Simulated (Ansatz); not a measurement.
**AlH₄+ (singlet): one geometry, many settings at distance H2–H3 = 0.949 Å**

Aim: run AlH₄+ (singlet) at one geometry under a spread of methods and options, and see what each costs and gives.

The runs use Ansatz 0.2.0, Gaussian basis; the settings change from run to run.

52 further runs of the same task are left out: 33 for a known fault of the program, 1 for a mislabelled method, 13 that didn't finish, 5 set aside as unsound or not needed.

### 1 The geometry

The geometry derives from a PBE0/def2-TZVP stationary point (not a proven minimum). One bond is set to the value named and the two fragments are kept rigid.

5 atoms, charge 1, spin multiplicity 1.

Atoms are counted from 1 here; the program's logs count them from 0.

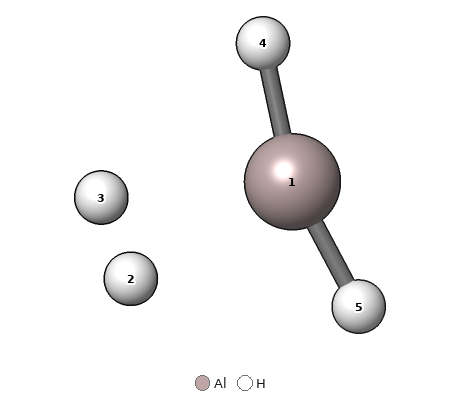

The structure; aluminium light grey, hydrogen white; atoms are numbered from 1 in the order of the file.

### 2 BCCD(T) on RHF/def2-mTZVP

File in.yaml:

```yaml
crystal:
  periodic: [false, false, false]
  atoms:
    - {symbol: Al, position_ang: [0.000000, -0.005831, -0.118619]}
    - {symbol: H, position_ang: [0.000001, -0.390624, 1.922431]}
    - {symbol: H, position_ang: [-0.000001, 0.558376, 1.922431]}
    - {symbol: H, position_ang: [-0.000002, 1.531104, -0.334770]}
    - {symbol: H, position_ang: [0.000002, -1.542766, -0.334771]}
basis:
  gaussian: {orbitals: def2-mTZVP}
total_charge: 1
magnetization: {spin_polarized: false}
correlation: {method: bccd_t, electrons: valence}
scf: {lower_state_search: full}
```

Command:

```bash
ansatz run in.yaml --threads 1 --pin off --events-out ev --progress --plain --max-ram 2393MiB
```

Log:

```text
Functional definition: HF
  name "HF"
  cite "Fock, Z. Phys. 61, 126 (1930) doi:10.1007/BF01340294"
  parent pbe
  exchange = exact_x
  correlation = 0
340 factors; integrals over basis functions are off by at most 8.8e-4 eV
mean field evaluation 1: about -6636.1798 eV, gradient 8.8e0 eV
mean field evaluation 2: about -6636.1788 eV, gradient 8.8e0 eV
mean field evaluation 4: about -6636.6536 eV, gradient 2.2e-1 eV
mean field evaluation 8: about -6636.6536 eV, gradient 1.7e-5 eV
mean field -6636.65364480 eV, -243.8925229611 hartree, gradient 1.6e-6 eV, S^2 0.000000; 0 other end points of the search recorded, 0 dependent functions left out
5 core orbitals not correlated: weight in the atoms' cores, before any rotation towards them, 1.000 or more for the frozen orbitals, at most 0.000 for the correlated occupied ones
reference -6636.65364480 eV, -243.8925229611 hartree; 3, 3 occupied and 26, 26 virtual orbitals, 340 factors
second order -1.58051153 eV of doubles, -0.00000000 eV of singles
cycle   1  -1.98618172 eV  change   -4.1e-1 eV  update   5.5e-2
cycle   2  -2.20265623 eV  change   -2.2e-1 eV  update   2.3e-2
cycle   3  -2.20652457 eV  change   -3.9e-3 eV  update   4.7e-3
cycle   4  -2.20696064 eV  change   -4.4e-4 eV  update   1.5e-3
cycle   5  -2.20702311 eV  change   -6.2e-5 eV  update   5.7e-4
cycle   6  -2.20689066 eV  change    1.3e-4 eV  update   1.3e-4
cycle   7  -2.20691395 eV  change   -2.3e-5 eV  update   3.4e-5
cycle   8  -2.20693007 eV  change   -1.6e-5 eV  update   1.0e-5
cycle   9  -2.20692667 eV  change    3.4e-6 eV  update   2.7e-6
perturbative correction -0.02154087 eV, -0.0007916123 hartree
Total energy: -6638.88211234 eV, -243.9744176326 hartree
```

Wall time 0.3 s (1 thread of Arm Neoverse V1, shared host).

From the report: correlation -2.2285 eV; largest double amplitude 0.05.

### 3 CCSD(T) on RHF/cc-pVTZ

in.yaml, as its differences from that of step 2:

```diff
@@ -9,6 +9,6 @@
 basis:
-  gaussian: {orbitals: def2-mTZVP}
+  gaussian: {orbitals: cc-pVTZ}
 total_charge: 1
 magnetization: {spin_polarized: false}
-correlation: {method: bccd_t, electrons: valence}
-scf: {lower_state_search: full}
+correlation: {method: ccsd_t, electrons: outside_noble_gas}
+output: {forces: true}
```

Launched as before.

Log (excerpt; [...] marks lines left out):

```text
Functional definition: HF
  name "HF"
  cite "Fock, Z. Phys. 61, 126 (1930) doi:10.1007/BF01340294"
  parent pbe
[...]
512 factors; integrals over basis functions are off by at most 1.9e-3 eV
[...]
mean field -6637.24601335 eV, -243.9142921036 hartree, gradient 8.4e-7 eV, S^2 0.000000; 0 other end points of the search recorded, 0 dependent functions left out
5 core orbitals not correlated: weight in the atoms' cores, before any rotation towards them, 1.000 or more for the frozen orbitals, at most 0.000 for the correlated occupied ones
reference -6637.24601335 eV, -243.9142921036 hartree; 3, 3 occupied and 82, 82 virtual orbitals, 512 factors
second order -2.65450478 eV of doubles, -0.00000000 eV of singles
cycle   1  -3.12581728 eV  change   -4.7e-1 eV  update   5.4e-2
[...]
cycle   9  -3.35075702 eV  change    4.8e-6 eV  update   3.0e-6
perturbative correction -0.03675435 eV, -0.0013506976 hartree
[...]
Total energy: -6640.63352472 eV, -244.0387808504 hartree
Atom 0 at     0.000000    -0.005831    -0.118619 Å, force    -0.000000     0.097316     0.072228 eV/Å
Atom 1 at     0.000001    -0.390624     1.922431 Å, force    -0.000005     3.330865     0.054152 eV/Å
Atom 2 at    -0.000001     0.558376     1.922431 Å, force     0.000005    -3.417775    -0.054521 eV/Å
Atom 3 at    -0.000002     1.531104    -0.334770 Å, force     0.000000    -0.031933    -0.076120 eV/Å
Atom 4 at     0.000002    -1.542766    -0.334771 Å, force    -0.000000     0.021527     0.004261 eV/Å
Dipole moment:     0.000000     0.007298     0.254951 e Å
```

Run time: 4.8 s. Hardware: 1 thread of Arm Neoverse V1, shared host; peak memory 0.31 GiB.

From the report: correlation -3.3875 eV; T1 0.009; largest double amplitude 0.04.

### 4 CCSD on RHF/def2-SVPD

in.yaml, as its differences from that of step 3:

```diff
@@ -9,6 +9,6 @@
 basis:
-  gaussian: {orbitals: cc-pVTZ}
+  gaussian: {orbitals: def2-SVPD}
 total_charge: 1
 magnetization: {spin_polarized: false}
-correlation: {method: ccsd_t, electrons: outside_noble_gas}
+correlation: {method: ccsd, electrons: outside_noble_gas, diis_vectors: 4}
 output: {forces: true}
```

Launched as before.

Log (excerpt; [...] marks lines left out):

```text
Functional definition: HF
  name "HF"
  cite "Fock, Z. Phys. 61, 126 (1930) doi:10.1007/BF01340294"
  parent pbe
[...]
530 factors; integrals over basis functions are off by at most 1.0e-3 eV
[...]
mean field -6634.83888983 eV, -243.8258319461 hartree, gradient 1.4e-6 eV, S^2 0.000000; 0 other end points of the search recorded, 0 dependent functions left out
5 core orbitals not correlated: weight in the atoms' cores, before any rotation towards them, 1.000 or more for the frozen orbitals, at most 0.000 for the correlated occupied ones
reference -6634.83888983 eV, -243.8258319461 hartree; 3, 3 occupied and 48, 48 virtual orbitals, 530 factors
second order -2.30368451 eV of doubles, -0.00000000 eV of singles
cycle   1  -2.81003625 eV  change   -5.1e-1 eV  update   5.4e-2
[...]
cycle   9  -3.03207812 eV  change   -4.8e-6 eV  update   3.7e-6
[...]
Total energy: -6637.87096796 eV, -243.9372587619 hartree
Atom 0 at     0.000000    -0.005831    -0.118619 Å, force    -0.000000     0.094306     0.102165 eV/Å
Atom 1 at     0.000001    -0.390624     1.922431 Å, force    -0.000004     3.259078     0.052951 eV/Å
Atom 2 at    -0.000001     0.558376     1.922431 Å, force     0.000005    -3.343080    -0.044579 eV/Å
Atom 3 at    -0.000002     1.531104    -0.334770 Å, force     0.000000    -0.050055    -0.095511 eV/Å
Atom 4 at     0.000002    -1.542766    -0.334771 Å, force    -0.000000     0.039751    -0.015027 eV/Å
Dipole moment:     0.000000     0.007454     0.255613 e Å
```

Run time: 1.1 s. Hardware: 1 thread of Arm Neoverse V1, shared host.

From the report: correlation -3.0321 eV; T1 0.009; largest double amplitude 0.04.

### 5 BCCD(T) on RHF/cc-pVDZ

in.yaml, as its differences from that of step 4:

```diff
@@ -9,6 +9,5 @@
 basis:
-  gaussian: {orbitals: def2-SVPD}
+  gaussian: {orbitals: cc-pVDZ}
 total_charge: 1
 magnetization: {spin_polarized: false}
-correlation: {method: ccsd, electrons: outside_noble_gas, diis_vectors: 4}
-output: {forces: true}
+correlation: {method: bccd_t, electrons: all}
```

Same command.

Log (excerpt; [...] marks lines left out):

```text
Functional definition: HF
  name "HF"
  cite "Fock, Z. Phys. 61, 126 (1930) doi:10.1007/BF01340294"
  parent pbe
[...]
352 factors; integrals over basis functions are off by at most 1.4e-3 eV
[...]
mean field -6636.88045671 eV, -243.9008581449 hartree, gradient 8.5e-7 eV, S^2 0.000000; 0 other end points of the search recorded, 0 dependent functions left out
reference -6636.88045671 eV, -243.9008581449 hartree; 8, 8 occupied and 30, 30 virtual orbitals, 352 factors
second order -2.35848982 eV of doubles, -0.00000000 eV of singles
cycle   1  -2.86592027 eV  change   -5.1e-1 eV  update   5.4e-2
[...]
cycle   8  -3.08378008 eV  change   -9.2e-6 eV  update   9.3e-6
perturbative correction -0.03192553 eV, -0.0011732416 hartree
Total energy: -6639.99616232 eV, -244.0153582142 hartree
```

Wall time 0.51 s (1 thread of Arm Neoverse V1, shared host).

From the report: correlation -3.1157 eV; largest double amplitude 0.05.

### 6 BCCD(T) on UHF/def2-SVPD

in.yaml, as its differences from that of step 5:

```diff
@@ -9,5 +9,5 @@
 basis:
-  gaussian: {orbitals: cc-pVDZ}
+  gaussian: {orbitals: def2-SVPD}
 total_charge: 1
-magnetization: {spin_polarized: false}
-correlation: {method: bccd_t, electrons: all}
+magnetization: {spin_polarized: true, initial_magnetization: 0}
+correlation: {method: bccd_t, electrons: outside_noble_gas}
```

Launched as before.

Log (excerpt; [...] marks lines left out):

```text
Functional definition: HF
  name "HF"
  cite "Fock, Z. Phys. 61, 126 (1930) doi:10.1007/BF01340294"
  parent pbe
[...]
530 factors; integrals over basis functions are off by at most 1.0e-3 eV
[...]
mean field -6634.83888983 eV, -243.8258319461 hartree, gradient 1.2e-6 eV, S^2 0.000000; 0 other end points of the search recorded, 0 dependent functions left out
5 core orbitals not correlated: weight in the atoms' cores, before any rotation towards them, 1.000 or more for the frozen orbitals, at most 0.000 for the correlated occupied ones
reference -6634.83888983 eV, -243.8258319461 hartree; 3, 3 occupied and 48, 48 virtual orbitals, 530 factors
second order -2.30368451 eV of doubles, -0.00000000 eV of singles
cycle   1  -2.81384304 eV  change   -5.1e-1 eV  update   5.4e-2
[...]
cycle   9  -3.03168211 eV  change    4.5e-6 eV  update   2.6e-6
perturbative correction -0.03065664 eV, -0.0011266107 hartree
Total energy: -6637.90122859 eV, -243.9383708195 hartree
```

Run time: 1.2 s. Hardware: 1 thread of Arm Neoverse V1, shared host.

From the report: ⟨S²⟩ of the determinant 0.000 (pure singlet: 0.00); correlation -3.0623 eV; largest double amplitude 0.03.

### 7 NEVPT2(4,9)/cc-pVDZ

in.yaml, as its differences from that of step 6:

```diff
@@ -9,5 +9,5 @@
 basis:
-  gaussian: {orbitals: def2-SVPD}
+  gaussian: {orbitals: cc-pVDZ}
 total_charge: 1
-magnetization: {spin_polarized: true, initial_magnetization: 0}
-correlation: {method: bccd_t, electrons: outside_noble_gas}
+correlation: {method: sc_nevpt2, electrons: valence, active_space: {window: {electrons: 4, orbitals: 9}}}
+output: {forces: true}
```

Same command.

Log (excerpt; [...] marks lines left out):

```text
Functional definition: HF
  name "HF"
  cite "Fock, Z. Phys. 61, 126 (1930) doi:10.1007/BF01340294"
  parent pbe
[...]
352 factors; integrals over basis functions are off by at most 1.4e-3 eV
[...]
mean field -6636.88045671 eV, -243.9008581449 hartree, gradient 8.5e-7 eV, S^2 0.000000; 0 other end points of the search recorded, 0 dependent functions left out
reference -6636.88045671 eV, -243.9008581449 hartree; 8, 8 occupied and 30, 30 virtual orbitals, 352 factors
state -6638.62439924 eV, -243.9649468509 hartree
state -6638.62439924 eV, -243.9649468509 hartree; corrected -6639.45531415 eV, -243.9954824105 hartree
state -6638.45419731 eV, -243.9586920452 hartree
state -6638.45419731 eV, -243.9586920452 hartree; corrected -6639.41582293 eV, -243.9940311351 hartree
state -6638.62439924 eV, -243.9649468509 hartree; corrected -6639.45531415 eV, -243.9954824105 hartree
[...]
Total energy: -6639.45531415 eV, -243.9954824105 hartree
Atom 0 at     0.000000    -0.005831    -0.118619 Å, force    -0.000000     0.213432     0.005728 eV/Å
Atom 1 at     0.000001    -0.390624     1.922431 Å, force    -0.000004     3.262361     0.100362 eV/Å
Atom 2 at    -0.000001     0.558376     1.922431 Å, force     0.000005    -3.338131     0.015649 eV/Å
Atom 3 at    -0.000002     1.531104    -0.334770 Å, force     0.000000    -0.127430    -0.091809 eV/Å
Atom 4 at     0.000002    -1.542766    -0.334771 Å, force     0.000000    -0.010232    -0.029929 eV/Å
Dipole moment:     0.000000    -0.007519     0.255514 e Å
```

Wall time 11 s (1 thread of Arm Neoverse V1, shared host).

From the report: 848 determinants; active occupations 1.96, 1.95, 0.04, 0.02, 0.01, 0.01, 0.01, 0.00, 0.00.

### 8 CCSD(T) on RHF/6-31G

in.yaml, as its differences from that of step 7:

```diff
@@ -9,5 +9,6 @@
 basis:
-  gaussian: {orbitals: cc-pVDZ}
+  gaussian: {orbitals: 6-31G}
 total_charge: 1
-correlation: {method: sc_nevpt2, electrons: valence, active_space: {window: {electrons: 4, orbitals: 9}}}
+magnetization: {spin_polarized: false}
+correlation: {method: ccsd_t, electrons: outside_noble_gas}
 output: {forces: true}
```

The command is unchanged.

Log (excerpt; [...] marks lines left out):

```text
Functional definition: HF
  name "HF"
  cite "Fock, Z. Phys. 61, 126 (1930) doi:10.1007/BF01340294"
  parent pbe
[...]
266 factors; integrals over basis functions are off by at most 8.0e-4 eV
[...]
mean field -6635.53405798 eV, -243.8513789042 hartree, gradient 6.6e-7 eV, S^2 0.000000; 0 other end points of the search recorded, 0 dependent functions left out
5 core orbitals not correlated: weight in the atoms' cores, before any rotation towards them, 1.000 or more for the frozen orbitals, at most 0.000 for the correlated occupied ones
reference -6635.53405798 eV, -243.8513789042 hartree; 3, 3 occupied and 13, 13 virtual orbitals, 266 factors
second order -1.36932115 eV of doubles, -0.00000000 eV of singles
cycle   1  -1.76274635 eV  change   -3.9e-1 eV  update   5.5e-2
[...]
cycle   8  -1.98739661 eV  change   -2.9e-6 eV  update   7.3e-6
perturbative correction -0.01398755 eV, -0.0005140329 hartree
[...]
Total energy: -6637.53544214 eV, -243.9249284155 hartree
Atom 0 at     0.000000    -0.005831    -0.118619 Å, force    -0.000000     0.059333    -0.486754 eV/Å
Atom 1 at     0.000001    -0.390624     1.922431 Å, force    -0.000005     3.369291     0.336934 eV/Å
Atom 2 at    -0.000001     0.558376     1.922431 Å, force     0.000005    -3.416932     0.272926 eV/Å
Atom 3 at    -0.000002     1.531104    -0.334770 Å, force    -0.000001     0.455404    -0.100282 eV/Å
Atom 4 at     0.000002    -1.542766    -0.334771 Å, force     0.000001    -0.467095    -0.022824 eV/Å
Dipole moment:     0.000000     0.006171     0.161585 e Å
```

Run time: 0.27 s. Hardware: 1 thread of Arm Neoverse V1, shared host.

From the report: correlation -2.0014 eV; T1 0.010; largest double amplitude 0.07.

### 9 CCSDT(Q) on UHF/6-31G*

in.yaml, as its differences from that of step 8:

```diff
@@ -9,6 +9,6 @@
 basis:
-  gaussian: {orbitals: 6-31G}
+  gaussian: {orbitals: "6-31G*"}
 total_charge: 1
-magnetization: {spin_polarized: false}
-correlation: {method: ccsd_t, electrons: outside_noble_gas}
+magnetization: {spin_polarized: true, initial_magnetization: 0}
+correlation: {method: ccsdt_q, electrons: outside_noble_gas}
 output: {forces: true}
```

Launched as before.

Log (excerpt; [...] marks lines left out):

```text
Functional definition: HF
  name "HF"
  cite "Fock, Z. Phys. 61, 126 (1930) doi:10.1007/BF01340294"
  parent pbe
[...]
504 factors; integrals over basis functions are off by at most 2.3e-7 eV
[...]
mean field -6636.16953001 eV, -243.8747320707 hartree, gradient 8.4e-6 eV, S^2 0.000000; 0 other end points of the search recorded, 0 dependent functions left out
5 core orbitals not correlated: weight in the atoms' cores, before any rotation towards them, 1.000 or more for the frozen orbitals, at most 0.000 for the correlated occupied ones
reference -6636.16953001 eV, -243.8747320707 hartree; 3, 3 occupied and 19, 19 virtual orbitals, 504 factors
second order -1.63101391 eV of doubles, -0.00000000 eV of singles
cycle   1  -2.04976124 eV  change   -4.2e-1 eV  update   5.6e-2
[...]
cycle  12  -2.29426343 eV  change   -4.1e-7 eV  update   3.0e-7
perturbative correction -0.00067616 eV, -0.0000248485 hartree
[...]
Total energy: -6638.46446960 eV, -243.9590695451 hartree
Atom 0 at     0.000000    -0.005831    -0.118619 Å, force    -0.000000     0.088628     0.091200 eV/Å
Atom 1 at     0.000001    -0.390624     1.922431 Å, force    -0.000005     3.313214     0.051426 eV/Å
Atom 2 at    -0.000001     0.558376     1.922431 Å, force     0.000005    -3.389937    -0.020164 eV/Å
Atom 3 at    -0.000002     1.531104    -0.334770 Å, force    -0.000000     0.160117    -0.101199 eV/Å
Atom 4 at     0.000002    -1.542766    -0.334771 Å, force     0.000000    -0.172023    -0.021263 eV/Å
Dipole moment:     0.000000     0.006730     0.216480 e Å
```

It took 9 s on 1 thread of Arm Neoverse V1, shared host.

From the report: ⟨S²⟩ of the determinant 0.000 (pure singlet: 0.00); correlation -2.2949 eV; T1 0.013; largest double amplitude 0.05.

### 10 CCSDTQ/STO-3G

in.yaml, as its differences from that of step 9:

```diff
@@ -9,6 +9,7 @@
 basis:
-  gaussian: {orbitals: "6-31G*"}
+  gaussian: {orbitals: STO-3G}
 total_charge: 1
 magnetization: {spin_polarized: true, initial_magnetization: 0}
-correlation: {method: ccsdt_q, electrons: outside_noble_gas}
+hamiltonian: {xc: {name: B3LYP}}
+correlation: {method: ccsdtq, electrons: outside_noble_gas}
 output: {forces: true}
```

Launched as before.

Log (excerpt; [...] marks lines left out):

```text
Functional definition: B3LYP
  name "B3LYP"
  cite "Stephens, Devlin, Chabalowski & Frisch, J. Phys. Chem. 98, 11623 (1994) doi:10.1021/j100096a001"
  cite "Becke, Phys. Rev. A 38, 3098 (1988) doi:10.1103/PhysRevA.38.3098"
  cite "Lee, Yang & Parr, Phys. Rev. B 37, 785 (1988) doi:10.1103/PhysRevB.37.785"
  cite "Vosko, Wilk & Nusair, Can. J. Phys. 58, 1200 (1980) doi:10.1139/p80-159"
[...]
200 factors; integrals over basis functions are off by at most 4.7e-8 eV
[...]
mean field -6574.60854548 eV, -241.6124076168 hartree, gradient 3.7e-6 eV, S^2 0.000000; 0 other end points of the search recorded, 0 dependent functions left out
5 core orbitals not correlated: weight in the atoms' cores, before any rotation towards them, 0.999 or more for the frozen orbitals, at most 0.001 for the correlated occupied ones
reference -6559.32486393 eV, -241.0507426795 hartree; 3, 3 occupied and 5, 5 virtual orbitals, 200 factors
second order -1.29598596 eV of doubles, -0.05758620 eV of singles
cycle   1  -1.78705543 eV  change   -4.3e-1 eV  update   5.9e-2
[...]
cycle  11  -2.07423464 eV  change    3.2e-7 eV  update   5.4e-7
[...]
Total energy: -6561.39909857 eV, -241.1269693965 hartree
Atom 0 at     0.000000    -0.005831    -0.118619 Å, force    -0.000000     0.080798    -0.850269 eV/Å
Atom 1 at     0.000001    -0.390624     1.922431 Å, force    -0.000006     4.354625     0.284926 eV/Å
Atom 2 at    -0.000001     0.558376     1.922431 Å, force     0.000006    -4.408674     0.245498 eV/Å
Atom 3 at    -0.000002     1.531104    -0.334770 Å, force     0.000002    -1.114274     0.116521 eV/Å
Atom 4 at     0.000002    -1.542766    -0.334771 Å, force    -0.000001     1.087524     0.203324 eV/Å
Dipole moment:     0.000000     0.001788     0.113239 e Å
```

Run time: 37 s. Hardware: 1 thread of Arm Neoverse V1, shared host.

From the report: ⟨S²⟩ of the determinant 0.000 (pure singlet: 0.00); correlation -2.0742 eV; T1 0.015; largest double amplitude 0.10. The orbitals are Kohn-Sham ones, so correlation energy and T1 don't compare with those on Hartree-Fock orbitals.

### 11 All runs side by side

| level | correlated | functions | energy (eV) | time |
| --- | --- | --- | --- | --- |
| BCCD(T) on RHF/def2-mTZVP | valence | 34 | -6638.8821 | 0.3 s |
| CCSD(T) on RHF/cc-pVTZ | outside noble gas | 90 | -6640.6335 | 4.8 s |
| CCSD on RHF/def2-SVPD | outside noble gas | 56 | -6637.8710 | 1.1 s |
| BCCD(T) on RHF/cc-pVDZ | all | 38 | -6639.9962 | 0.51 s |
| BCCD(T) on UHF/def2-SVPD | outside noble gas | 56 | -6637.9012 | 1.2 s |
| NEVPT2(4,9)/cc-pVDZ | valence | 38 | -6639.4553 | 11 s |
| CCSD(T) on RHF/6-31G | outside noble gas | 21 | -6637.5354 | 0.27 s |
| CCSDT(Q) on UHF/6-31G* | outside noble gas | 27 | -6638.4645 | 9 s |
| CCSDTQ/STO-3G (on B3LYP orbitals) | outside noble gas | 13 | -6561.3991 | 37 s |

### 12 Summary of results

```
quantity                                    value
    runs                                        9
quickest             CCSD(T) on RHF/6-31G, 0.27 s
 slowest  CCSDTQ/STO-3G (on B3LYP orbitals), 37 s
```

Total energies in different bases, with other cores or another treatment of relativity can't be set against each other. CCSDTQ/STO-3G (on B3LYP orbitals) took 137 times as long as CCSD(T) on RHF/6-31G; the jobs differ in more than the method.
